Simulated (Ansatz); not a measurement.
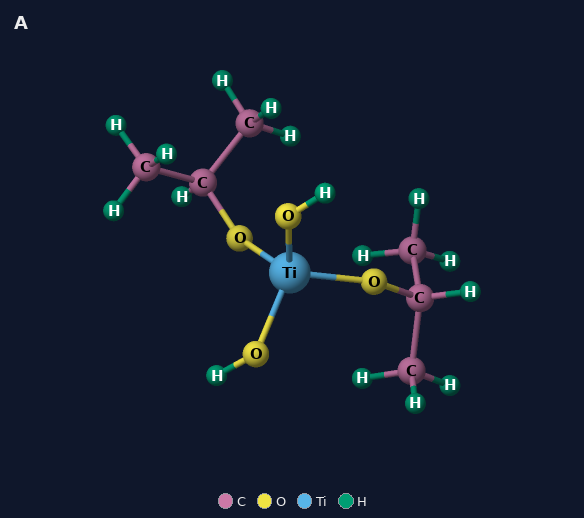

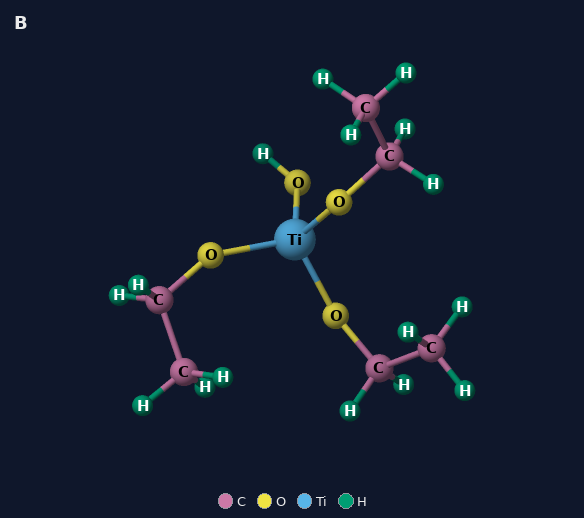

2 stationary structures of one formula. The species is neutral and a spin singlet. Geometries: PBE0-D4/def2-TZVP. Electronic energies: PBE0-D4/def2-SVP (Ansatz 0.2.0), without zero-point energy. No frequency run is at hand to confirm each as a minimum. Each is one conformer, not always the lowest.

**Rank them by energy, lowest first.**

A is lowest; B lies 0.504 eV above it. A is `CC(C)[O][Ti]([OH])([OH])[O]C(C)C`, B is `CC[O][Ti]([OH])([O]CC)[O]CC`.
